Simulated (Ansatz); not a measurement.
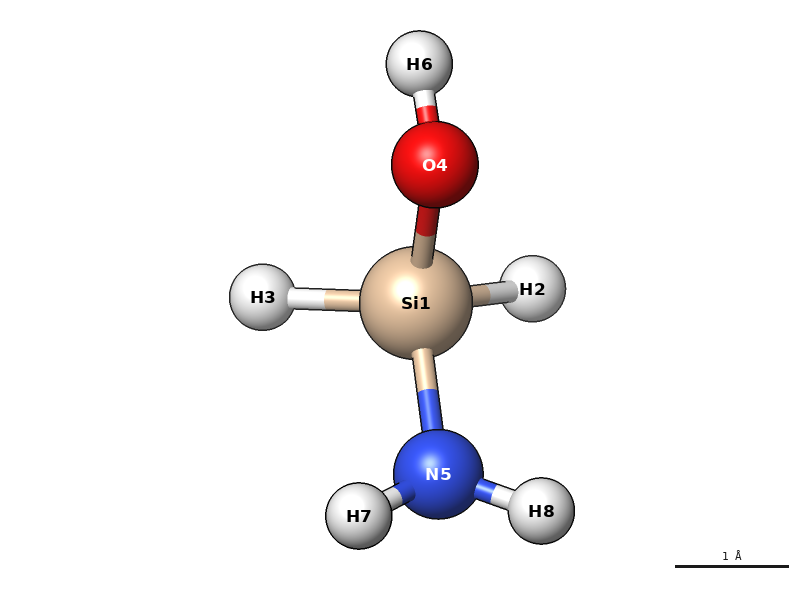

Orthographic view with a scale bar. The computed geometry is a stationary point of PBE0-D4/def2-TZVP, a saddle point of order 1.

Reconstruct the coordinates (Å) as seen: x to the right, y up, z towards the viewer, origin at the mean of the atomic positions.

```xyz
8
H5NOSi
Si  -0.08   0.22  -0.41
H    0.95   0.34  -1.47
H   -1.45   0.27  -1.00
O    0.08   1.45   0.68
N    0.11  -1.31   0.32
H   -0.05   2.34   0.36
H   -0.59  -1.68   0.94
H    1.03  -1.63   0.58
```
